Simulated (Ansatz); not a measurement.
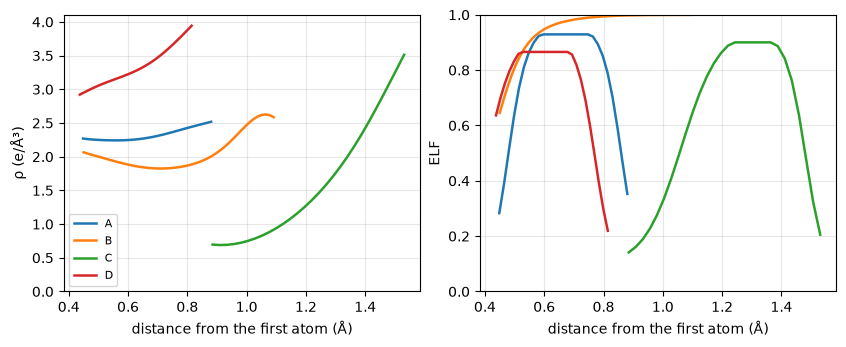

Figure. C₂H₂GaN. Total electron density and electron localisation function along straight lines between neighbouring atoms. The curves leave out the atomic cores.

Geometry: B3LYP-D3(BJ)/def2-SVP.

Theory: isolated molecule in a Gaussian basis; Kohn-Sham density functional theory, functional PBE0 in Ansatz 0.2.0.

```yaml
atoms:
  - { symbol: C, position_ang: [-1.0976, -1.0215, 0.0880] }
  - { symbol: C, position_ang: [-1.0593, -0.9407, -1.2378] }
  - { symbol: Ga, position_ang: [-0.9672, -0.7487, -4.3508] }
  - { symbol: N, position_ang: [-1.0244, -0.8672, -2.4417] }
  - { symbol: H, position_ang: [-1.7069, -0.3224, 0.6630] }
  - { symbol: H, position_ang: [-0.5194, -1.7870, 0.6081] }
```

> Which curve belongs to which contact (C–C, C–H, C–N and Ga–N)? The first atom named is at distance zero.

Curve A: C–C (1.33 Å): ρ is about 2.3 e/Å³ halfway; the ELF peaks at about 0.95 between the atoms (a multiple bond). Curve B: C–H (1.09 Å): ρ is about 1.9 e/Å³ halfway; the ELF climbs to about 1 towards the hydrogen, as it does in any bond to H; a covalent bond by its length. Curve C: Ga–N (1.91 Å): the density is about 0.7 e/Å³ at the midpoint; the ELF peaks at about 0.90 in the valence shell of N, 0.7 Å from its nucleus, and is about 0.25 at the midpoint. Curve D: C–N (1.21 Å): ρ at the midpoint is about 3.2 e/Å³; the ELF peaks at about 0.85 between the atoms; a multiple bond.
